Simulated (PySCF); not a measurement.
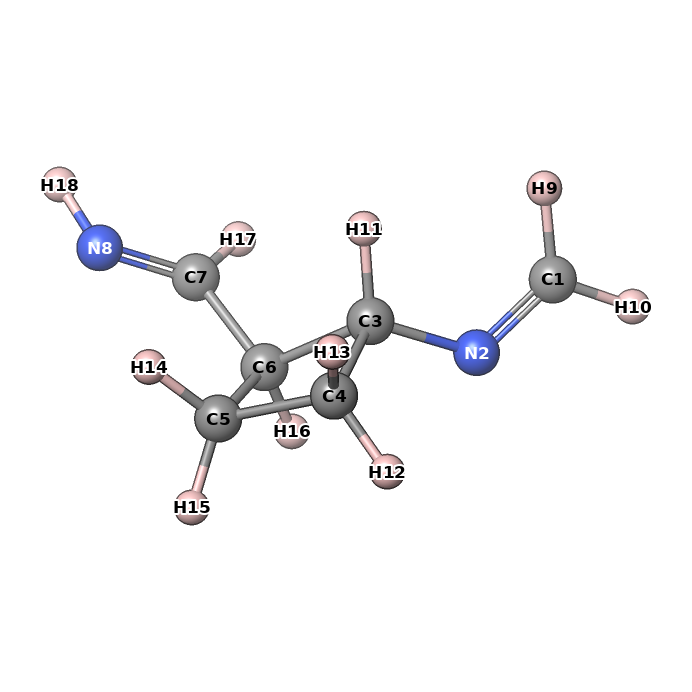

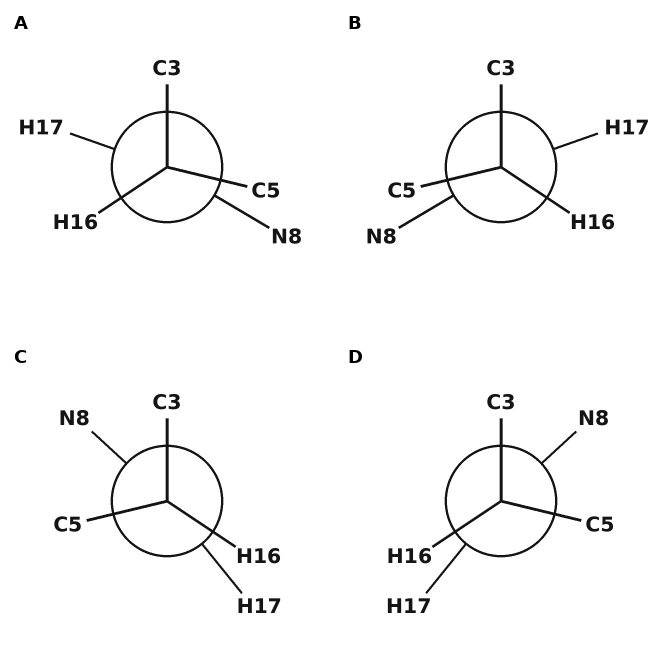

Depth is shown by fading: the farther an atom, the more it takes the colour of the background. Bonds that would overlap in a projection are set slightly apart. Computed geometry: GFN2-xTB optimisation. No frequency run is at hand to confirm it as a minimum.

### Which Newman projection shows the view along C6–C7, with C6 in front?

B. The torsion angle C3–C6–C7–N8 is −107°, anticlinal.
